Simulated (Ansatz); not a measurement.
Input

```
crystal:
  periodic: [false, false, false]
  atoms:
    - { symbol: B, position_ang: [-1.075846, 0.275945, -0.009615] }
    - { symbol: S, position_ang: [2.083145, 0.231115, -0.468558] }
    - { symbol: F, position_ang: [-1.20492, -0.116837, -1.271069] }
    - { symbol: F, position_ang: [-1.306833, 1.541267, 0.328341] }
    - { symbol: H, position_ang: [1.40019, -0.69247, 0.259007] }
    - { symbol: O, position_ang: [-0.760912, -0.71304, 0.963016] }
    - { symbol: H, position_ang: [1.563089, -0.23094, -1.633588] }
    - { symbol: H, position_ang: [-0.697713, -0.29504, 1.832466] }
magnetization:
  spin_polarized: true
basis:
  gaussian: { orbitals: cc-pVDZ }
hamiltonian:
  xc: pbe0
  dispersion: d4
relax:
  f_tol: 0.03
  max_steps: 50
output:
  orbitals: {}
```

Run with:

```sh
ansatz run input.yaml --threads 2 --pin off --max-ram 3072MiB --backend cpu --events-out ev --progress --plain --runs-dir out
```

The fields are those of the relaxed geometry.

The calculation used UKS PBE0-D4/cc-pVDZ (Ansatz).

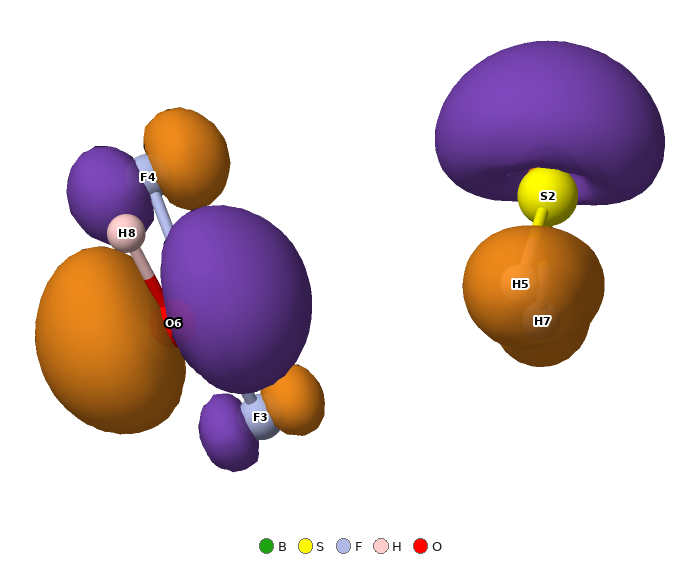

BF2HO···H2S. The HOMO−1 at ±0.15 Å⁻³ᐟ² (orange and purple are the two phases), seen from one side.

Question: Describe this orbital and give its energy.

Answer: By Hirshfeld shares it lies mainly on O6 (about 45 %), S2 (about 30 %) and B1 (about 5 %); largely a combination of lone pairs on O6 and S2. Its energy is −10.28 eV.
